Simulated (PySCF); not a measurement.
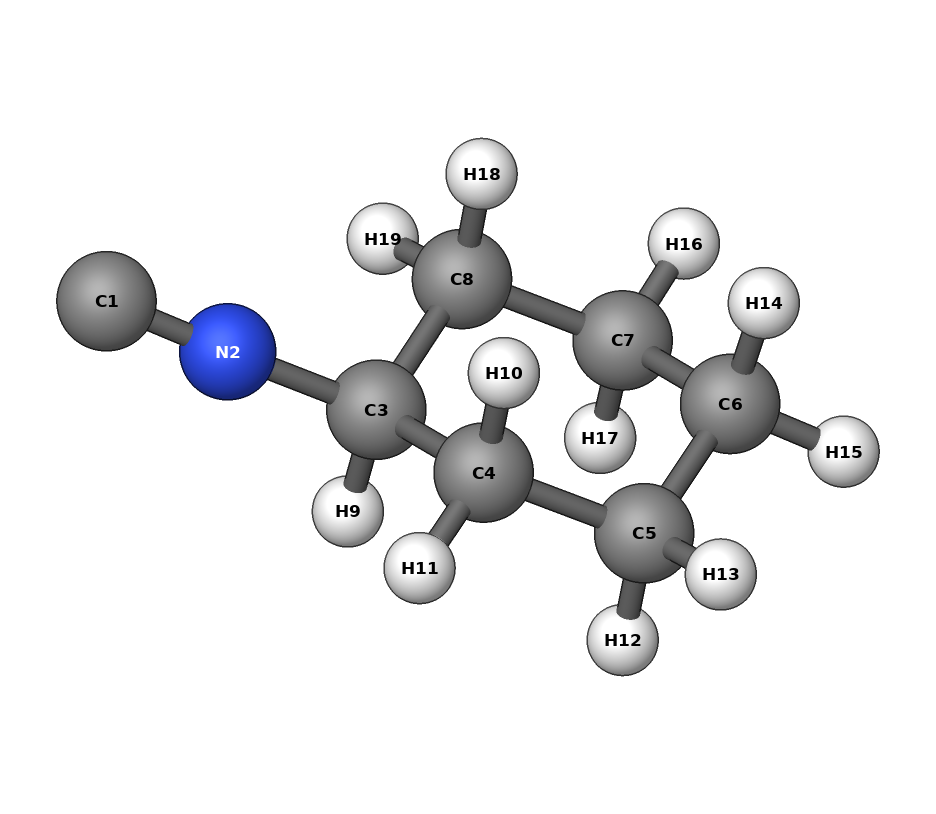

Computed geometry: PBE0-D3(BJ)/def2-SVP optimisation. No frequency run is at hand to confirm it as a minimum. Method: GIAO WP04/pcSseg-1 NMR shielding, non-relativistic, gas phase (PySCF 2.14.0). Principal shieldings σ11 ≤ σ22 ≤ σ33, span Ω = σ33 − σ11, skew κ = 3(σiso − σ22)/Ω.

Which C atom has the most anisotropic shielding?

Answer. C1, with a span of 383 ppm.

Give the shielding tensors of the C atoms.

```json
{"atom": "C1", "σ11": "−131.7", "σ22": "−130.6", "σ33": "251.8", "σiso": "−3.5", "Ω": "383.4", "κ": "0.99"}
{"atom": "C3", "σ11": "99.3", "σ22": "112.3", "σ33": "144.9", "σiso": "118.8", "Ω": "45.6", "κ": "0.43"}
{"atom": "C4, C8", "σ11": "124.7", "σ22": "132.6", "σ33": "147.8", "σiso": "135.0", "Ω": "23.1", "κ": "0.32"}
{"atom": "C5, C7", "σ11": "139.9", "σ22": "141.6", "σ33": "150.0", "σiso": "143.8", "Ω": "10.1", "κ": "0.65"}
{"atom": "C6", "σ11": "140.3", "σ22": "145.3", "σ33": "146.2", "σiso": "144.0", "Ω": "5.9", "κ": "−0.70"}
```

Shieldings and span in ppm.
